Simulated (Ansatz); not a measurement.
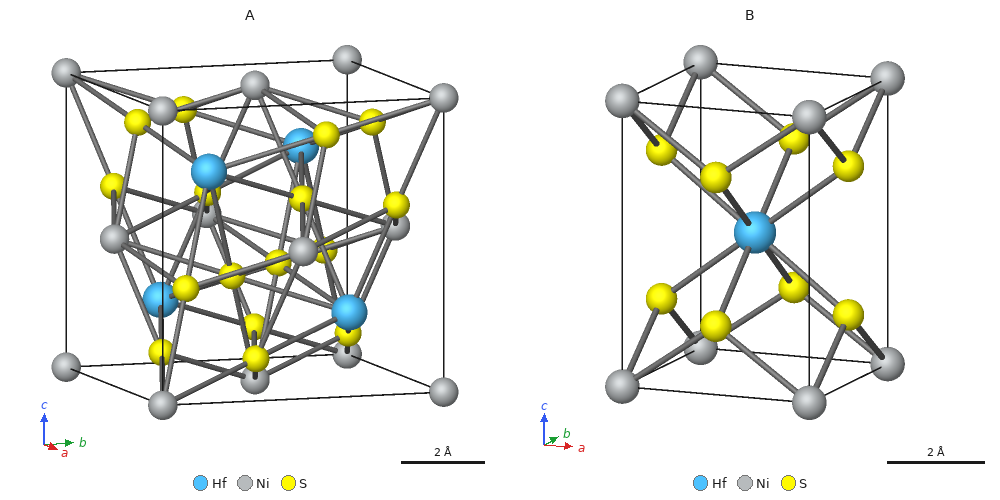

Two structures of HfNiS₄, each relaxed to rest (conventional cells in solid outline, small ones repeated, not to one scale). Method: DFT PBE, scalar-relativistic, plane waves, PAW (Ansatz 0.2.0), with collinear spins.

> Give the type and space group of each.

A: 24 atoms a cell on a face-centred cubic lattice, F-43m. B: 6 atoms a cell on a primitive tetragonal lattice, P4/mmm.

> Which polymorph is favoured?

B is lower, by 1147 meV/atom at this level of theory (energies at zero smearing). Volumes: A 15.8, B 18.0 Å³/atom.

One or both may be structure types tried for this composition rather than known phases.
